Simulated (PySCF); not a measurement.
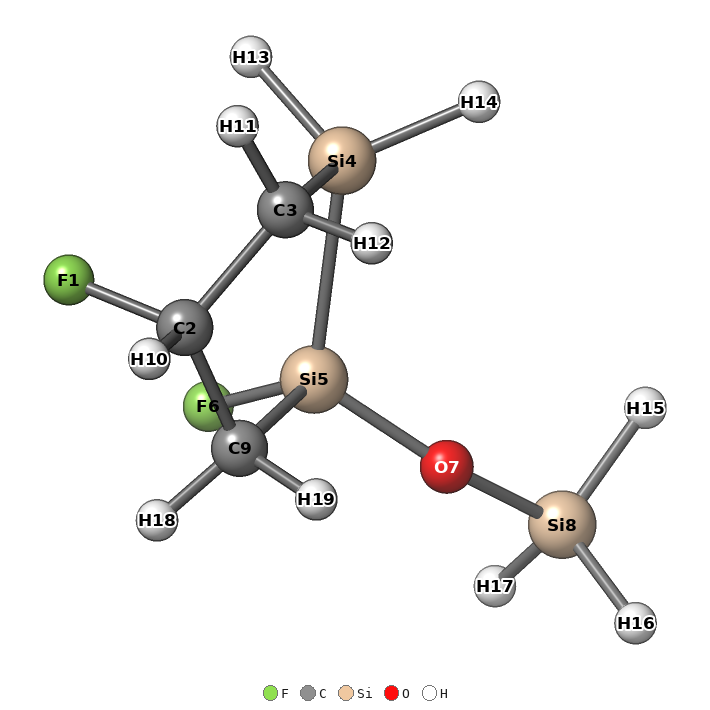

The geometry was computed by an optimisation with GFN2-xTB. No frequency run is at hand to confirm it as a minimum. Electric field gradients from the ground-state density, PBE0/pcSseg-1 (PySCF 2.14.0), non-relativistic apart from any core potentials.

Give the largest field-gradient component, the quadrupole coupling constant and the asymmetry for 17O at O7 (Q = −25.6 mb), 2H at H10 (Q = 2.86 mb), 2H at H11 (Q = 2.86 mb), 2H at H12 (Q = 2.86 mb), 2H at H13 (Q = 2.86 mb).

```tsv
atom	V_zz (a.u.)	e²qQ/h (MHz)	η
O7	1.077	−6.48	0.10
H10	0.281	0.189	0.06
H11	0.314	0.211	0.03
H12	0.314	0.211	0.04
H13	0.163	0.110	0.01
```

The geometry is semi-empirical. Around Si such bond lengths and angles can be off by a tenth of an ångström or more and by several degrees, and values that hang on the shape move with them.
